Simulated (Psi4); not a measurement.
# CHF2O (SMILES [O]C(F)F) at UCCSD/6-311+G(d,p)

What is the vertical doublet–quartet gap of CHF2O at UCCSD/6-311+G**? 

The results are computed with Psi4 1.11.

1 further run of the same task is left out (set aside as unsound or not needed).

## Step 1: Starting point

CHF2O has 5 atoms, charge 0, and is taken as a doublet. SMILES: `[O]C(F)F`. The shape is that of a PBE0-D4/def2-TZVP optimisation.

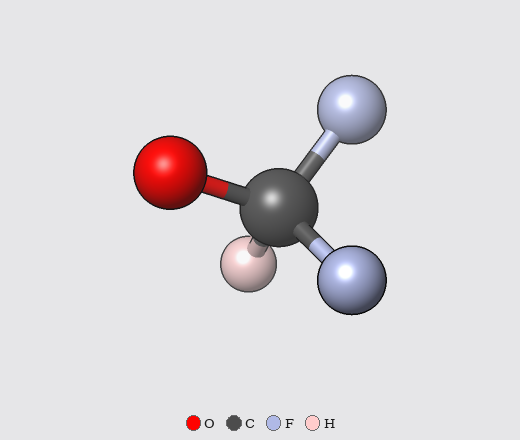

The structure, seen from a chosen angle (oxygen red, carbon dark grey, fluorine light blue, hydrogen pink).

## Step 2: The energy at UCCSD/6-311+G(d,p)

Contents of calc.py:

```python
import psi4

psi4.set_memory(1600000000)
psi4.set_num_threads(1)
psi4.set_output_file('chf2o.out', False)

m = psi4.geometry("""
0 2
O     -0.541600    -0.387700     1.137900
C      0.011000     0.001200     0.004100
F      1.102700    -0.708000    -0.342800
F     -0.825400    -0.034200    -1.051500
H      0.303300     1.055000     0.210800
units angstrom
symmetry c1
no_reorient
no_com
""")

psi4.set_options({
    'basis': '6-311+G**',
    'reference': 'uhf',
    'puream': True,
    'e_convergence': 1e-09,
    'd_convergence': 1e-08,
    'scf_type': 'pk',
    'num_frozen_docc': 4,
    'maxiter': 200,
})

e, wfn = psi4.energy("ccsd", molecule=m, return_wfn=True)
print(f'total energy {e:.8f} hartree = {e * 27.211386:.5f} eV')
```

Started as:

```console
$ python calc.py
```

chf2o.out, shortened:

```text
[...]
  Running in c1 symmetry.
[...]
  Nuclear repulsion =  125.371685221319382
[...]
  Multiplicity = 2
[...]
  Nalpha       = 17
  Nbeta        = 16
[...]
    Number of basis functions: 94
[...]
   @UHF iter   1:  -312.02178272859385   -6.25191e-01   6.08122e-03 DIIS/ADIIS
[...]
   @UHF iter  17:  -312.23643523788905   -4.14957e-12   8.01256e-09 DIIS
[...]
   @S^2 Observed:                7.577378097E-01
[...]
    Orbital Energies [Eh]
    ---------------------
    Alpha Occupied:
       1A    -26.341525     2A    -26.341503     3A    -20.693651
       4A    -11.488993     5A     -1.709800     6A     -1.634514
       7A     -1.495295     8A     -0.967027     9A     -0.850990
      10A     -0.813478    11A     -0.797389    12A     -0.717505
      13A     -0.696437    14A     -0.664758    15A     -0.658888
      16A     -0.602835    17A     -0.579993
    Alpha Virtual:
      18A      0.068260    19A      0.095098    20A      0.100731
      21A      0.101523    22A      0.241998    23A      0.256208
      24A      0.271449    25A      0.275846    26A      0.318133
[...]
  @UHF Final Energy:  -312.23643523788905
   => Energetics <=
    Nuclear Repulsion Energy =            125.3716852213193818
    One-Electron Energy =                -682.1192749240681223
    Two-Electron Energy =                 244.5111544648597430
    Total Energy =                       -312.2364352378890544
  UHF NO Occupations:
  HONO-2 :   15  A 1.9987127
  HONO-1 :   16  A 1.9984141
[...]
 Multipole Moments:
 ------------------------------------------------------------------------------------
     Multipole            Electronic (a.u.)      Nuclear  (a.u.)        Total (a.u.)
 ------------------------------------------------------------------------------------
 L = 1.  Multiply by 2.5417464519 to convert [e a0] to [Debye]
 Dipole X            :          2.8921794           -2.7737400            0.1184394
 Dipole Y            :         17.0844916          -16.4769000            0.6075916
 Dipole Z            :          6.3215695           -6.0662098            0.2553597
 Magnitude           :                                                    0.6696297
[...]
      * MP2 total energy                      = -312.940159389468420
[...]
      * CCSD total energy                     = -312.958469096813985
```

The script printed:

```text
total energy -312.95846910 hartree = -8516.03370 eV
```

Run time: 96 s. Hardware: 1 thread of Intel Xeon Platinum 8488C (Sapphire Rapids), shared host; peak memory 0.75 GiB.

## Step 3: The quartet at the same level

Contents of calc.inp:

```
memory 1.6 GB

molecule m {
  0 4
  O     -0.541600    -0.387700     1.137900
  C      0.011000     0.001200     0.004100
  F      1.102700    -0.708000    -0.342800
  F     -0.825400    -0.034200    -1.051500
  H      0.303300     1.055000     0.210800
  units angstrom
  symmetry c1
}

set globals {
  basis           6-311+G**
  reference       uhf
  puream          true
  e_convergence   1e-09
  d_convergence   1e-08
  scf_type        pk
  num_frozen_docc 4
  maxiter         200
}

energy('ccsd')
```

Started as:

```console
$ psi4 calc.inp calc.out -n 1
```

calc.out, shortened:

```text
[...]
  Running in c1 symmetry.
[...]
  Nuclear repulsion =  125.371685221319382
[...]
  Multiplicity = 4
[...]
  Nalpha       = 18
  Nbeta        = 15
[...]
    Number of basis functions: 94
[...]
   @UHF iter   1:  -311.73264613057643   -3.36055e-01   5.23964e-03 ADIIS/DIIS
[...]
   @UHF iter  22:  -311.90318704233329   -6.36646e-12   8.06955e-09 DIIS
[...]
   @S^2 Observed:                3.768795509E+00
[...]
    Orbital Energies [Eh]
    ---------------------
    Alpha Occupied:
       1A    -26.437151     2A    -26.437130     3A    -21.034752
       4A    -11.583956     5A     -1.845633     6A     -1.754203
       7A     -1.725146     8A     -1.124265     9A     -1.042215
      10A     -1.038252    11A     -0.964978    12A     -0.870773
      13A     -0.858093    14A     -0.795614    15A     -0.775694
      16A     -0.741672    17A     -0.691545    18A     -0.125399
    Alpha Virtual:
      19A      0.044604    20A      0.059805    21A      0.070429
      22A      0.184447    23A      0.197245    24A      0.205358
      25A      0.220334    26A      0.264196    27A      0.264758
[...]
  @UHF Final Energy:  -311.90318704233329
   => Energetics <=
    Nuclear Repulsion Energy =            125.3716852213193818
    One-Electron Energy =                -677.6026373134903906
    Two-Electron Energy =                 240.3277650498377511
    Total Energy =                       -311.9031870423332862
  UHF NO Occupations:
  HONO-2 :   16  A 1.0000000
  HONO-1 :   17  A 1.0000000
[...]
 Multipole Moments:
 ------------------------------------------------------------------------------------
     Multipole            Electronic (a.u.)      Nuclear  (a.u.)        Total (a.u.)
 ------------------------------------------------------------------------------------
 L = 1.  Multiply by 2.5417464519 to convert [e a0] to [Debye]
 Dipole X            :         -0.2539732           -0.0215411           -0.2755143
 Dipole Y            :         -2.9115220            1.4163384           -1.4951836
 Dipole Z            :         -2.0770406            1.4052524           -0.6717882
 Magnitude           :                                                    1.6621617
[...]
      * MP2 total energy                      = -312.578658871599373
[...]
      * CCSD total energy                     = -312.610504941415400
[...]
```

Wall time 2.3 min (1 thread of Intel Xeon Platinum 8488C (Sapphire Rapids), shared host); peak memory 0.79 GiB.

## Step 4: Summary of results

At UCCSD/6-311+G**, 4 core orbitals frozen:

| quantity | value |
| --- | --- |
| doublet: total energy | -312.95847 Eh |
| doublet: HOMO energy (Hartree–Fock orbitals) (highest over α and β) | -15.21 eV |
| doublet: LUMO energy (Hartree–Fock orbitals) (lowest over α and β) | 0.60 eV |
| doublet: correlation energy (4 core orbitals frozen) | -722.0 mEh |
| doublet: ⟨S²⟩ of the reference determinant | 0.758 |
| doublet: T1 diagnostic | 0.024 |
| quartet: total energy | -312.61050 Eh |
| quartet: HOMO energy (Hartree–Fock orbitals) (highest over α and β) | -3.41 eV |
| quartet: correlation energy (4 core orbitals frozen) | -707.3 mEh |
| quartet: ⟨S²⟩ of the reference determinant | 3.769 |
| quartet: T1 diagnostic | 0.062 |
| vertical energy of the quartet above the doublet | 9.469 eV |

**Reading.** At this shape the quartet lies 9.47 eV (218 kcal/mol) above the doublet. The T1 diagnostic (quartet) of 0.062 is above the customary mark for such species, so a single reference may not serve.
